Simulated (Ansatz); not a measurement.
## Fields on a plane of In2Si2O7 (space group C2/m)

```
In2Si2O7
1.0
    3.31601    -4.32478     0.00000
    3.31601     4.32478     0.00000
   -1.03639     0.00000     4.61007
In Si O
2 2 7
Direct
  0.30760   0.69240   0.00000
  0.69240   0.30760   0.00000
  0.22170   0.22170   0.40975
  0.77830   0.77830   0.59025
  0.92110   0.60754   0.78140
  0.07890   0.39246   0.21860
  0.39246   0.07890   0.21860
  0.60754   0.92110   0.78140
  0.00000   0.00000   0.50000
  0.60785   0.60785   0.28250
  0.39215   0.39215   0.71750
```

The slice is a (1 0 -1) plane (indices of the conventional cell) through the point (0.393, 0.079, 0.219) (fractional), spanned by u = [111] and v = [1 -1 0] in vectors of this cell: u (7.25 Å) and v (8.65 Å, at 90° to u). It covers one period; positions are fractions (u, v).

Atoms on it: In at (0.77, 0.15), 0.1 Å off the plane; In at (0.77, 0.54), 0.1 Å off the plane; O at (0.54, 0.00), 0.1 Å off the plane; O at (0.00, 0.69); O at (0.00, 0.00); O at (0.54, 0.69), 0.1 Å off the plane; O at (0.27, 0.34), 0.1 Å off the plane. Other atoms lie within 1 Å of the plane.

The numbers are results of PBEsol (plane waves to 420 eV, PAW, scalar-relativistic; Ansatz, a program for electronic structure), not measurements. k mesh 5×5×6. Near the nuclei the fields are pseudised (PAW); where an atom keeps semicore shells as valence, they peak there. In2Si2O7 was relaxed with its symmetry unable to fall.

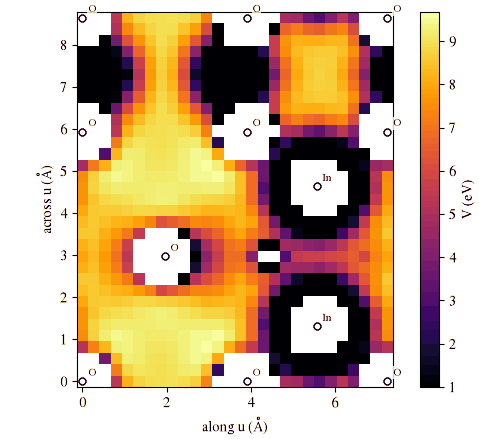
*Electrostatic potential energy of an electron, from the cell's mean, in eV, one period of the plane, atoms marked. Points within 0.7 Å of a nucleus are left white, as the pseudised field means little there. Values under 1 eV are set to 1. The zero, the cell's mean, hangs on the PAW cores.*

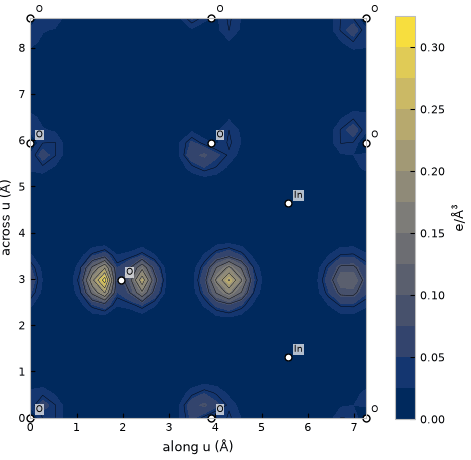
Figure: Density of the highest valence band (whole band, smooth part) in e/Å³, one period of the plane, atoms marked. 

Element round which the density of the highest valence band (whole band, smooth part) is largest on this plane: O.
